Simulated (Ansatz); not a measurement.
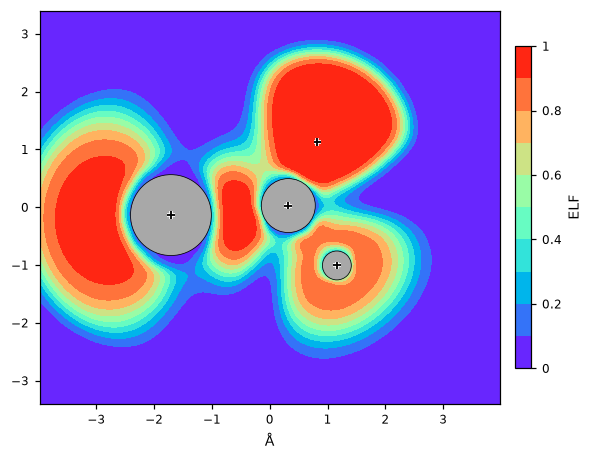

The electron localisation function on a plane through atoms (crosses mark nuclei in the plane; grey discs cover the cores).

Method: Ansatz 0.2.0, isolated molecule in a Gaussian basis; Kohn-Sham density functional theory, functional PBE0.

Candidates:
A. BFH2Si (SMILES FB[SiH])
B. F2H2NOSi (SMILES F[Si]1(F)[NH2+]O1) (charge +1)
C. F2GeH5NSi (SMILES F[SiH](F)[NH][GeH3])

### Which system is this?

Candidate A: BFH2Si on the plane of atoms F2, B1 and H4, which holds B, F, Si and H. B–F (1.33 Å): the ELF peaks at about 0.85 between the atoms, as expected for a shared but strongly polarised pair. Si–B (2.04 Å): the ELF peaks at about 1 between the atoms; localised, covalent bonding.
